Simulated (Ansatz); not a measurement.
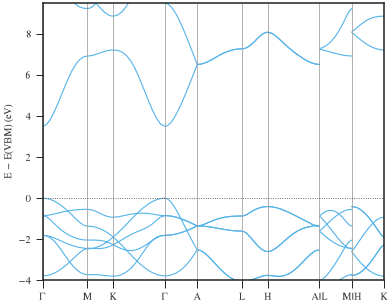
Fig. 1. Band structure from LDA (plane waves, PAW; program Ansatz)

Read off the gap and where the band edges lie.

About 3.5 eV (3.49 eV by a search for the band edges); maximum at Γ, minimum at Γ.

The material is MgO in space group P6_3/mmc (No. 194; Mg on 2c, O on 2d).

The first step of the workflow began from a Materials Project structure, measured or hypothetical; the Crystallography Open Database copy checked does not list it. It is not the phase usual at ambient conditions (space group No. 225). The cell was relaxed with LDA under the symmetry of its start; phonons on a q-mesh show no instability.

Potentials: the later of the program's two PAW sets.
